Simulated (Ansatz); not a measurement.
# HfO2 (Fm-3m): following an unstable mode, part 3 of 3

Aim: this structure of HfO2 (Fm-3m) is to be tested for unstable modes, and one is followed downhill.

Ansatz 0.2.0; DFT LDA, scalar-relativistic, plane waves, PAW; PAW set soft_1.

So far. Step 5 (Energy along the mode, all amplitudes (two of the runs …): The lowest of the steps tried is at 0.22 Å, 16.0 meV/atom below the parent; the bottom of the well need not coincide with a step. Step 7 (The new phase in its own primitive cell): The largest force component left is 0.23 meV/Å and the pressure is 0.008 GPa, within the tolerances set. The cell now holds 10.64 Å³/atom. The relaxed cell has a = 3.537, c = 5.103 Å (conventional setting).

## Step 8: Modes of the new phase, k-mesh 6×6×6

A relaxed structure may still be a saddle point, so its zone-centre modes are computed. The response to a homogeneous field gives the Born charges and the dielectric tensor.

Input file input.yaml:

```yaml
crystal:
  lattice:
    - [3.5373926512, 0.0, 0.0]
    - [0.0, 3.5373926512, 0.0]
    - [0.0, 0.0, 5.103383311]
  atoms:
    - { symbol: Hf, position: [0.0, 0.0, 0.0] }
    - { symbol: Hf, position: [0.5, 0.5, 0.5] }
    - { symbol: O, position: [0.0, 0.5, 0.7035929502] }
    - { symbol: O, position: [0.5, 0.0, 0.2964070498] }
    - { symbol: O, position: [0.0, 0.5, 0.2035929502] }
    - { symbol: O, position: [0.5, 0.0, 0.7964070498] }
kpoints:
  mp_grid: { grid: [6, 6, 6] }
hamiltonian:
  xc: lda
  pseudopotentials: { kind: paw, azcp: { folder: soft_1 }, xc_functional: pbe }
scf:
  occupations: { method: fixed }
output:
  eigenvalues: true
phonons:
  method: dfpt
  dielectric: true
  rigid_motions: translations
```

Launch:

```sh
ansatz run input.yaml --threads 4 --pin off --max-ram 10240MiB --backend cpu --events-out ev --progress --plain --runs-dir out
```

Numbers of over 12 decimals in the logs are rounded to 6 here.

Log:

```text
[...]
Crystal: 6 atoms, lattice volume = 63.859 Å³
Basis set: ecut = 420 eV, 1253 PW (Γ), exchange–correlation on 48×48×72 points (8 copies of the dense FFT grid, shifted against one another)
Bands: 46, of which v1, the nominal top of the filled ones, is band 38 counted from 1 (37 counted from 0)
Symmetry: 16 space group operations
k-points: 112 of 216 (irreducible under 1 space group operation, time reversal used)
[...]
SCF iter   1: F=—  HF=-33188.897785 eV  |F-HF|=—  |Δ(HF+E_count)|=         —  Δρ=9.27e-2  dr2=4.30e0  ethr=3.10e-3  ⟨swp⟩=4.4  Hψ=14365  notcnv=0  defer=485
[...]
SCF iter  11: F=-33187.371493 eV  HF=-33187.371493 eV  |F-HF|=7.28e-12  |Δ(HF+E_count)|=  1.02e-10  Δρ=1.44e-7  dr2=8.58e-12  ethr=1.00e-12  ⟨swp⟩=15.2  Hψ=36162  notcnv=0
SCF 1 converged in 11 iterations: F = -33187.371493 eV  dr2 = 8.58e-12
[...]
DFPT response loops at Γ: preconditioner auto → Resta (q_TF=auto, 2.809 Å⁻¹)  ε∞=3.7 (no band partly filled); β = 1.00, the filter's whole step (`scf.mixing.beta` (0.50) is not read by the response loops at its default; to damp them type it under 1.00, their step now; it binds the ground state too); Broyden in place of MSR1
── the response to a field inside a basis, on 6×6×6 k-points: an SCF that follows is theirs, and a resumed run solves both again ──
Bands: 39, of which v1, the nominal top of the filled ones, is band 38 counted from 1 (37 counted from 0)
k-points: 18 of 216
[...]
Eigensolver: Dense (18 Hₖ)
SCF iter   1: F=—  HF=-33187.315994 eV  |F-HF|=—  |Δ(HF+E_count)|=         —  Δρ=4.40e-4  dr2=2.54e-5  ethr=1.00e-1
[...]
SCF iter   5: F=-33187.315981 eV  HF=-33187.315981 eV  |F-HF|=4.19e-9  |Δ(HF+E_count)|=   1.81e-8  Δρ=5.84e-6  dr2=1.37e-8  ethr=1.22e-10
SCF 1 converged in 5 iterations: F = -33187.315981 eV  dr2 = 1.37e-8
[...]
DFPT response loops at Γ: preconditioner auto → none (the input reference at scf.mixing.eps_inf says where Resta's filter doesn't serve); β = 0.50; Broyden in place of MSR1
SCF converged after 11 iterations
Free energy (F): -33187.371493 eV
[...]
Internal energy: -33187.371493 eV  (E = F + TS)
E sigma→0 (E₀):  -33187.371493 eV
Fermi energy:    14.134694 eV
[...]
--- Band table (eV; the first three rows and the last of 112) ---
  k-point 0: bands = [... 34 lower, 13.5840, 13.9904, 14.0007, 14.0007, 18.6199, 18.6704, 19.8092, 20.2494, ... 4 higher]
  k-point 1: bands = [... 34 lower, 13.0511, 13.5787, 14.0204, 14.0204, 18.7578, 18.7783, 19.8271, 20.1185, ... 4 higher]
  k-point 2: bands = [... 34 lower, 13.3805, 13.3805, 14.0579, 14.0579, 19.0068, 19.1857, 19.7850, 19.8413, ... 4 higher]
  k-point 111: bands = [... 34 lower, 12.7047, 12.7047, 14.1347, 14.1347, 20.0042, 20.0042, 20.1874, 20.1874, ... 4 higher]
--- Phonons (Γ-DFPT): 5 representative perturbations + reference, on 112 of 216 k-points (Σ response iterations 22) ---
  k mesh reduced under 1 symmetry operation, with k and −k counted as one. Each operation leaves every solved perturbation unchanged. A smaller set is not considered because the run solves the response to a homogeneous field
  ASR residual: 7.106e-5 → 0.000e0 eV/Å²; symmetrization residual: 2.987e-6 eV/Å²
  ASR residual per site (eV/Å²): 4.37e-5 4.37e-5 7.11e-5 7.11e-5 7.11e-5 7.11e-5
  Γ frequencies (cm⁻¹): 0.00 0.00 0.00 102.39 102.39 104.63 104.63 232.52 293.16 323.02 459.81 459.81 465.27 465.27 605.84 669.93 676.21 676.21
  ε∞ (high-frequency dielectric tensor):
        5.373235     0.000000     0.000000
        0.000000     5.373235     0.000000
        0.000000     0.000000     4.898247
  ε⁰ (static dielectric tensor: ions relaxed, cell fixed):
       76.177250     0.000000    -0.000000
        0.000000    76.177250     0.000000
       -0.000000     0.000000    18.069404
  ε⁰ − ε∞ (ionic part):
       70.804015     0.000000    -0.000000
        0.000000    70.804015     0.000000
       -0.000000     0.000000    13.171157
  softest optical mode at Γ: 102.39 cm⁻¹; the repairs (sum rule, projections) moved no ω² at Γ by more than (1.46 cm⁻¹)²
  Born effective charges Z* (e; rows j = field, columns β = displacement):
    site 0:
         5.56806   -0.00000   -0.00000
        -0.00000    5.56806    0.00000
        -0.00000   -0.00000    4.91904
    site 1:
         5.56806   -0.00000    0.00000
        -0.00000    5.56806   -0.00000
         0.00000    0.00000    4.91904
    site 2:
        -3.41148    0.00000   -0.00000
        -0.00000   -2.15658    0.00000
        -0.00000    0.00000   -2.45952
    site 3:
        -2.15658   -0.00000   -0.00000
         0.00000   -3.41148   -0.00000
         0.00000    0.00000   -2.45952
    site 4:
        -2.15658   -0.00000    0.00000
         0.00000   -3.41148    0.00000
         0.00000   -0.00000   -2.45952
    site 5:
        -3.41148    0.00000   -0.00000
        -0.00000   -2.15658   -0.00000
         0.00000    0.00000   -2.45952
  Z* charge neutrality: 7.815e-4 e pre-enforcement
  solved inside a basis spanned on kpoints, on 6×6×6 k-points, its susceptibility summed on 10×10×8: ε∞ is read to err by 1.4e-2, Z* by 2.7e-2 e (field_mesh: kpoints solves on kpoints); Z* is corrected for what the basis lacks
  optical modes at Γ without the LO–TO term, one row a degenerate level:
      ω (cm⁻¹)  modes    IR ((D/Å)²/amu)
        102.39      2            41.1174
        104.63      2             0.0000
        232.52      1             0.0000
        293.16      1             0.0000
        323.02      1            41.1476
        459.81      2             0.0000
        465.27      2            68.8685
        605.84      1             0.0000
        669.93      1             0.0000
        676.21      2             0.0000
  optical modes at Γ + LO–TO along q̂ = [1.0000, 0.0000, 0.0000]:
      ω (cm⁻¹)  modes    IR ((D/Å)²/amu)
        102.39      1            20.5587
        104.63      2             0.0000
        232.52      1             0.0000
[...]
optical modes at Γ + LO–TO along q̂ = [0.0000, 1.0000, 0.0000]:
      ω (cm⁻¹)  modes    IR ((D/Å)²/amu)
[...]
676.21      2             0.0000
        710.69      1            52.0293
  optical modes at Γ + LO–TO along q̂ = [0.0000, 0.0000, 1.0000]:
      ω (cm⁻¹)  modes    IR ((D/Å)²/amu)
        102.39      2            41.1174
        104.63      2             0.0000
        232.52      1             0.0000
        293.16      1             0.0000
        459.81      2             0.0000
        465.27      2            68.8685
        605.84      1             0.0000
        620.41      1            41.1476
        669.93      1             0.0000
        676.21      2             0.0000
```

Elapsed: 85 s, on 4 threads of Arm Neoverse V2, shared host; peak memory 1.5 GiB.

Numbers from this step:

| Quantity | Value |
| --- | --- |
| sum-rule residual before enforcement | 7.11e-5 eV/Å² |
| miss of the charge sum rule | 7.82e-4 e |
| estimated error of the dielectric tensor | 0.01433 |
| estimated error of the Born charges | 0.02707 e |
| point group | 4/mmm |
| highest optical mode at the zone centre (no LO-TO term) | 676.2 cm⁻¹ |
| lowest optical zone-centre mode | 102.4 cm⁻¹ |
| mean high-frequency dielectric constant | 5.215 |
| largest Born charge (third of the trace) | 5.352 e |
| mean static dielectric constant | 56.81 |
| top of the zone-centre spectrum with the field | 710.7 cm⁻¹ |

Without the LO-TO term. Patterns of degenerate modes are one choice out of their space. Modes at Γ, with each element's share of the kinetic energy:

```
mode  frequency (cm⁻¹)  symmetry  Hf %  O %
   1               0.0  acoustic    85   15
   2               0.0  acoustic    85   15
   3               0.0  acoustic    85   15
   4             102.4        Eu     9   91
   5             102.4        Eu     9   91
   6             104.6        Eg    98    2
   7             104.6        Eg    98    2
   8             232.5       B1g    97    3
   9             293.2       A1g     0  100
  10             323.0       A2u    15   85
  11             459.8        Eg     0  100
  12             459.8        Eg     0  100
  13             465.3        Eu     6   94
  14             465.3        Eu     6   94
  15             605.8       B1g     3   97
  16             669.9       B2u     0  100
  17             676.2        Eg     1   99
  18             676.2        Eg     1   99
```

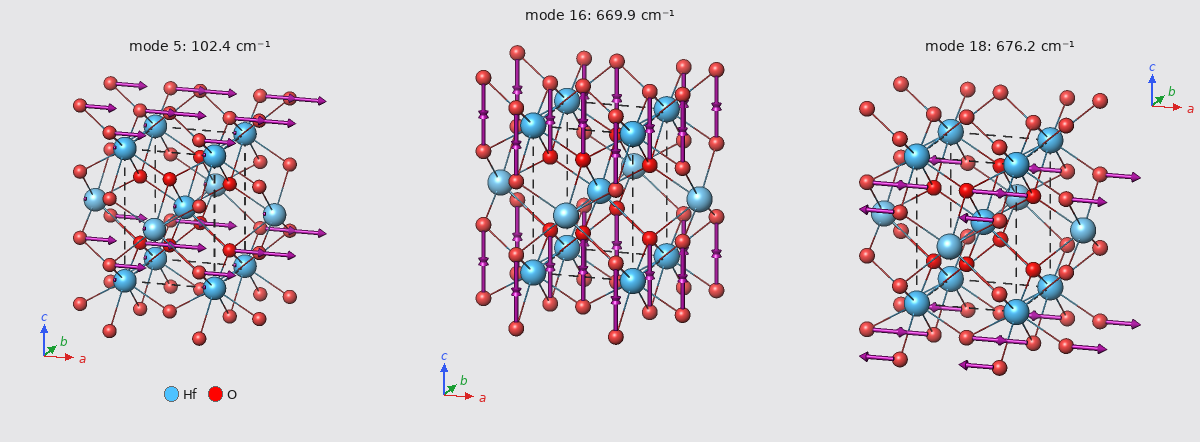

Displacement patterns of modes 5, 16 and 18 at Γ; arrows are exaggerated. Some periodic images of atoms are drawn too.

Optical modes at the zone centre, without and with the macroscopic field of the longitudinal modes; each column is sorted by frequency, so a row need not hold one and the same mode. Modes with and without the field, by row:

```
rank among optical modes  no field (cm⁻¹)  q along (1, 0, 0) (cm⁻¹)  q along (0, 0, 1) (cm⁻¹)
                       1            102.4                     102.4                     102.4
                       2            102.4                     104.6                     102.4
                       3            104.6                     104.6                     104.6
                       4            104.6                     232.5                     104.6
                       5            232.5                     252.4                     232.5
                       6            293.2                     293.2                     293.2
                       7              323                       323                     459.8
                       8            459.8                     459.8                     459.8
                       9            459.8                     459.8                     465.3
                      10            465.3                     465.3                     465.3
                      11            465.3                     605.8                     605.8
                      12            605.8                     669.9                     620.4
                      13            669.9                     676.2                     669.9
                      14            676.2                     676.2                     676.2
                      15            676.2                     710.7                     676.2
```

Born charge (rows field, columns displacement) (e), principal values of the symmetric part by kind of site:

```
atom  atoms with these values    low  middle   high   mean
 Hf1                        2   4.92    5.57   5.57   5.35
  O3                        4  -3.41   -2.46  -2.16  -2.68
```

In full for Hf1:

```
5.57 0.00 0.00
0.00 5.57 0.00
0.00 0.00 4.92
```

High-frequency dielectric tensor:

```
5.37 0.00 0.00
0.00 5.37 0.00
0.00 0.00 4.90
```

Static dielectric tensor (ions relaxed, fixed cell):

```
76.18  0.00  0.00
 0.00 76.18  0.00
 0.00  0.00 18.07
```

Transverse modes. Infrared lines, with heights relative to the strongest:

```
position (cm⁻¹)  label  relative intensity
            102     Eu                  60
            105     Eg                 0.0
            232    B1g                 0.0
            293    A1g                 0.0
            323    A2u                  60
            460     Eg                 0.0
            465     Eu                 100
            606    B1g                 0.0
            670    B2u                 0.0
            676     Eg                 0.0
```

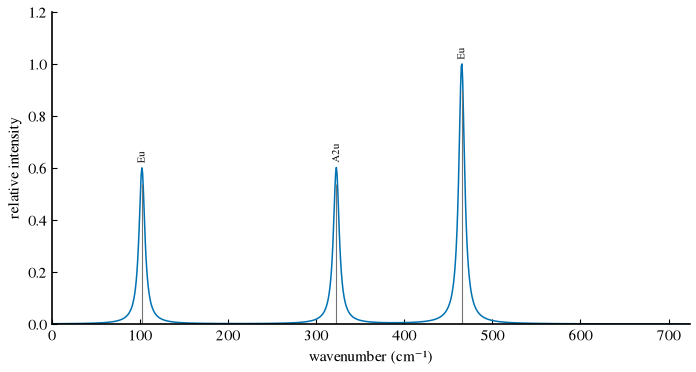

The infrared spectrum, broadened with Lorentzians of width 8 cm⁻¹; bars mark the lines.

Before it was imposed, the acoustic sum rule was missed by 7.1e-5 eV/Å² and the charge sum rule by 7.8e-4 e. Small misses are needed for a sound result but don't prove that mesh and cutoff are converged. The lowest optical mode is real, 102 cm⁻¹.

## Step 9: The phases reached

The phases reached along the modes that were followed are set side by side.

Energies are those of the first relaxation, on the mesh of the frozen mode; space group, volume and gap are those of the last relaxation. Phases, by row:

```
                mode frozen in  space group  energy from parent (meV/atom)  volume (Å³/atom)  gap on mesh (eV)  lowest zone-centre optical mode (cm⁻¹)  largest shift (Å)
                        parent        Fm-3m                              0             10.43             3.661                                       –                  –
q = (0, -0.5, -0.5), 218i cm⁻¹     P4_2/nmc                         -21.88             10.64             4.485                                   102.4              0.237
```

## Step 10: Summary of results

* unstable mode of the parent: q = (0, -0.5, -0.5), 218i cm⁻¹
* depth at the lowest point sampled: 16.0 meV/atom
* largest atomic shift at that point: 0.22 Å
* space group reached (within 0.01 Å): P4_2/nmc
* energy gained over the parent (first relaxation, on the mesh of the frozen mode): 21.9 meV/atom
* volume per atom, phase reached: 10.6 Å³
* gap on the k-mesh, phase reached: 4.49 eV
* lowest optical zone-centre mode, phase reached: 102 cm⁻¹
* highest optical mode at the zone centre (no LO-TO term), phase reached: 676 cm⁻¹

In words: Along this mode the structure falls into P4_2/nmc, 21.9 meV/atom below the parent. At the parent's cell the well is 16.02 meV/atom deep on the steps tried, with its lowest point at a shift of 0.22 Å. Relaxing atoms and cell changes the gain by +5.86 meV/atom against the lowest step (energies at zero smearing). The new phase has no imaginary mode at the zone centre of its cell; other wavevectors were not checked. Each path keeps the symmetry of its pattern, so a lower phase may lie along a pattern not tried. The program warns that the interpolation holds no quadrupole term, so branches close to Γ can be off in this crystal. Spin-orbit coupling is left out, which can matter for the heavy elements here. The PAW files were made for PBE and serve the other functionals too.

[Logs are printed without paths, hosts, clocks, repeated set-up lines and the standing remarks that a program may print on its own settings, such as how far it seeks lower states.]

[Hosts, paths, dates, database ids (printed as entryN), source tags and the programs' standing remarks are cut or masked in the printed files.]
